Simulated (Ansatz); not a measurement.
# One shape, several levels: [BH4]− (SMILES [H][B-]([H])([H])[H])

Wanted: a comparison of 6 runs (HF/6-31G, HSE06/3-21G, PBE/3-21G, wB97X/3-21G, UMP2/3-21G, CCSD(T)/6-31G) of [BH4]−. 

The calculation is run with Ansatz 0.2.0.

### 1 The structure to begin with

The species is [BH4]− (5 atoms), meant as a singlet with charge -1. As SMILES, `[H][B-]([H])([H])[H]`. The H3–B1 distance was set to 1.843 Å, away from the relaxed value. At this shape a bond of the SMILES string is far longer than usual.

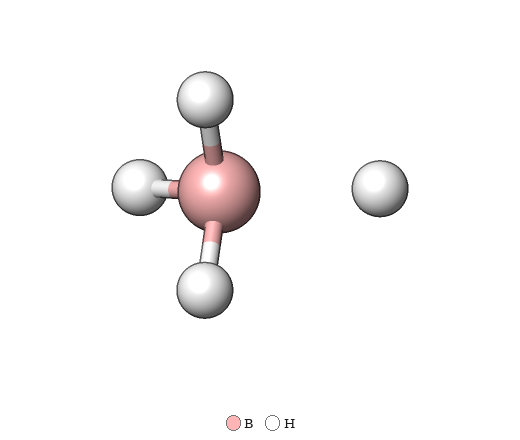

The structure, seen from a chosen angle (boron pink, hydrogen white).

### 2 A single-point energy at HF/6-31G (run 1)

Contents of in.yaml:

```yaml
crystal:
  periodic: [false, false, false]
  atoms:
    - {symbol: B, position_ang: [-0.577348, -0.006205, 0.210338]}
    - {symbol: H, position_ang: [-0.565468, -0.026595, 1.439508]}
    - {symbol: H, position_ang: [1.154650, 0.011840, -0.420810]}
    - {symbol: H, position_ang: [-1.164948, 1.001795, -0.177172]}
    - {symbol: H, position_ang: [-1.156278, -1.004895, -0.210302]}
basis:
  gaussian:
    orbitals: 6-31G
total_charge: -1
hamiltonian:
  xc: hf
accuracy: high
```

Command:

```bash
$ ansatz run in.yaml --threads 1 --pin off --max-ram 2610MiB --events-out events.jsonl --progress --plain --runs-dir runs
```

Log:

```text
Warning: RAYON_NUM_THREADS=1 ignored (pool sized by the plan → 1); use --threads N
Functional definition: HF
  name "HF"
  exchange = exact_x
  correlation = 0
414 factors; integrals over basis functions are off by at most 3.1e-9 eV
mean field evaluation 1: about -731.3282 eV, gradient 1.2e1 eV
mean field evaluation 2: about -731.3242 eV, gradient 1.2e1 eV
mean field evaluation 4: about -732.0673 eV, gradient 9.4e-1 eV
mean field evaluation 8: about -732.0716 eV, gradient 7.6e-7 eV
mean field -732.07160947 eV, -26.9031354320 hartree, gradient 2.3e-8 eV, S^2 0.000000; 0 other end points of the search recorded, 0 dependent functions left out
reference -732.07160947 eV, -26.9031354320 hartree; 5, 5 occupied and 12, 12 virtual orbitals, 414 factors
Total energy: -732.07160947 eV, -26.9031354320 hartree
```

Run time: 0.1 s. Hardware: 1 thread of Arm Neoverse V2, shared host.

### 3 A single-point energy at HSE06/3-21G (run 2)

Contents of job.yaml:

```yaml
crystal:
  periodic: [false, false, false]
  atoms:
    - {symbol: B, position_ang: [-0.577348, -0.006205, 0.210338]}
    - {symbol: H, position_ang: [-0.565468, -0.026595, 1.439508]}
    - {symbol: H, position_ang: [1.154650, 0.011840, -0.420810]}
    - {symbol: H, position_ang: [-1.164948, 1.001795, -0.177172]}
    - {symbol: H, position_ang: [-1.156278, -1.004895, -0.210302]}
basis:
  gaussian:
    orbitals: 3-21G.json
total_charge: -1
hamiltonian:
  xc: hse06
accuracy: high
```

The basis set 3-21G is read from a file made from the Basis Set Exchange's data (not shown).

Command:

```bash
$ ansatz run job.yaml --threads 1 --pin off --max-ram 2610MiB --events-out events.jsonl --progress --plain --runs-dir runs
```

Log:

```text
Warning: RAYON_NUM_THREADS=1 ignored (pool sized by the plan → 1); use --threads N
Functional definition: HSE06
  name "HSE06"
  parameter a = 0.25
  parameter omega = 0.11/bohr
  exchange = pbe_x - a*pbe_x_sr(omega) + a*exact_x_sr(omega)
  correlation = pbe_c
338 factors; integrals over basis functions are off by at most 3.6e-9 eV
69 factors; integrals over basis functions are off by at most 2.9e-10 eV
mean field evaluation 1: about -734.3171 eV, gradient 4.2e0 eV
mean field evaluation 2: about -734.3753 eV, gradient 2.4e0 eV
mean field evaluation 4: about -734.4079 eV, gradient 1.6e-1 eV
mean field evaluation 8: about -734.3821 eV, gradient 4.4e-4 eV
mean field -734.38210482 eV, -26.9880445700 hartree, gradient 6.2e-9 eV, S^2 0.000000; 0 other end points of the search recorded, 0 dependent functions left out
reference -734.38210669 eV, -26.9880446388 hartree; 5, 5 occupied and 12, 12 virtual orbitals, 338 factors
Total energy: -734.38210669 eV, -26.9880446388 hartree
```

It took 0.69 s on 1 thread of Arm Neoverse V2, shared host.

Runs 3 to 4 aren't shown in full; the table further down has their settings and results.

### 4 A single-point energy at UMP2/3-21G (run 5)

Changes to in.yaml since step 2:

```diff
@@ -9,7 +9,6 @@
 basis:
-  gaussian:
-    orbitals: 6-31G
+  gaussian: {orbitals: 3-21G.json}
 total_charge: -1
-hamiltonian:
-  xc: hf
+magnetization: {spin_polarized: true}
+correlation: {method: mp2, frozen_orbitals: {B: 1, H: 0}}
 accuracy: high
```

The basis set 3-21G is read from a file made from the Basis Set Exchange's data (not shown).

Command:

```bash
$ ansatz run in.yaml --threads 1 --pin off --max-ram 2610MiB --events-out events.jsonl --progress --plain --runs-dir runs
```

Log:

```text
Warning: RAYON_NUM_THREADS=1 ignored (pool sized by the plan → 1); use --threads N
[... 4 set-up lines as earlier in the session ...]
338 factors; integrals over basis functions are off by at most 3.6e-9 eV
mean field evaluation 1: about -727.5799 eV, gradient 8.3e0 eV
mean field evaluation 2: about -727.5709 eV, gradient 8.3e0 eV
mean field evaluation 4: about -728.2297 eV, gradient 5.9e-1 eV
mean field evaluation 8: about -728.2326 eV, gradient 4.0e-5 eV
mean field evaluation 16: about -727.8341 eV, gradient 2.4e0 eV
mean field -728.23261469 eV, -26.7620549762 hartree, gradient 8.9e-8 eV, S^2 0.000000; 2 other end points of the search recorded, 0 dependent functions left out
1 core orbitals not correlated: weight in the atoms' cores, before any rotation towards them, 1.000 or more for the frozen orbitals, at most 0.000 for the correlated occupied ones
reference -728.23261469 eV, -26.7620549762 hartree; 4, 4 occupied and 12, 12 virtual orbitals, 338 factors
second order -2.08714688 eV of doubles, -0.00000000 eV of singles
Total energy: -730.31976158 eV, -26.8387562094 hartree
```

It took 0.08 s on 1 thread of Arm Neoverse V2, shared host.

### 5 A single-point energy at CCSD(T)/6-31G (run 6)

Changes to job.yaml since step 3:

```diff
@@ -10,6 +10,9 @@
   gaussian:
-    orbitals: 3-21G.json
+    orbitals: 6-31G
 total_charge: -1
-hamiltonian:
-  xc: hse06
+correlation:
+  method: ccsd_t
+  frozen_orbitals: {B: 1, H: 0}
 accuracy: high
+scf:
+  omitted_lower_state_checks: [cluster_reference, increment]
```

Command:

```bash
$ ansatz run job.yaml --threads 1 --pin off --max-ram 2610MiB --events-out events.jsonl --progress --plain --runs-dir runs
```

Log, shortened:

```text
Warning: RAYON_NUM_THREADS=1 ignored (pool sized by the plan → 1); use --threads N
[... 2 set-up lines as earlier in the session ...]
[...]
414 factors; integrals over basis functions are off by at most 3.1e-9 eV
[...]
mean field -732.07160947 eV, -26.9031354320 hartree, gradient 2.3e-8 eV, S^2 0.000000; 0 other end points of the search recorded, 0 dependent functions left out
1 core orbitals not correlated: weight in the atoms' cores, before any rotation towards them, 1.000 or more for the frozen orbitals, at most 0.000 for the correlated occupied ones
reference -732.07160947 eV, -26.9031354320 hartree; 4, 4 occupied and 12, 12 virtual orbitals, 414 factors
second order -2.10674362 eV of doubles, -0.00000000 eV of singles
cycle   1  -2.53498747 eV  change   -4.3e-1 eV  update   6.1e-2
[...]
cycle  18  -2.77621266 eV  change   5.5e-10 eV  update  6.0e-10
perturbative correction -0.05684350 eV, -0.0020889601 hartree
Total energy: -734.90466563 eV, -27.0072483257 hartree
Checks for a lower state left out: cluster_reference, increment
```

Run time: 0.14 s. Hardware: 1 thread of Arm Neoverse V2, shared host.

### 6 Overview of the runs

```csv
run,level,frozen core orbitals,energy (Eh),wall time
1,HF/6-31G,–,-26.903135,0.1 s
2,HSE06/3-21G,–,-26.988045,0.69 s
3,PBE/3-21G,–,-26.977939,0.5 s
4,wB97X/3-21G,–,-27.025393,2.1 s
5,UMP2/3-21G,1,-26.838756,0.08 s
6,CCSD(T)/6-31G,1,-27.007248,0.14 s
```

### 7 What came out

| quantity | value |
| --- | --- |
| run 6: total energy | -27.00725 Eh |
| run 6: correlation energy (1 core orbital frozen) | -104.1 mEh |
| run 6: (T) correction | -2.09 mEh |
| run 6: T1 diagnostic | 0.017 |

In words: Totals of different functionals can't be ranked against each other. All runs together took 3.7 s, the longest 2.1 s.
